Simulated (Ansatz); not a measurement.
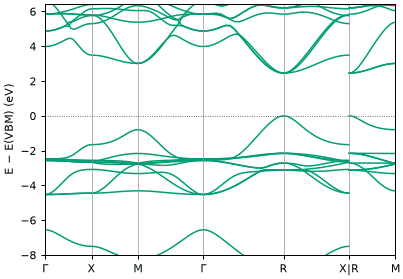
Figure. Band structure from DFT-r²SCAN in the program Ansatz with PAW potentials

Task: Read off the gap and where the band edges lie.

Result: About 2.5 eV (2.45 eV by a search for the band edges); maximum at R, minimum at R.

The material is CsPbCl₃ (cubic perovskite, space group No. 221).

Space group Pm-3m (cubic perovskite). This is a known high-temperature phase of the composition, computed here at zero pressure and temperature. Symmetry was held in the r²SCAN relaxation; whether a distortion lowers the energy is not shown. Spin–orbit coupling is left out wherever it is not named.

Potentials: the later of the program's two PAW sets.
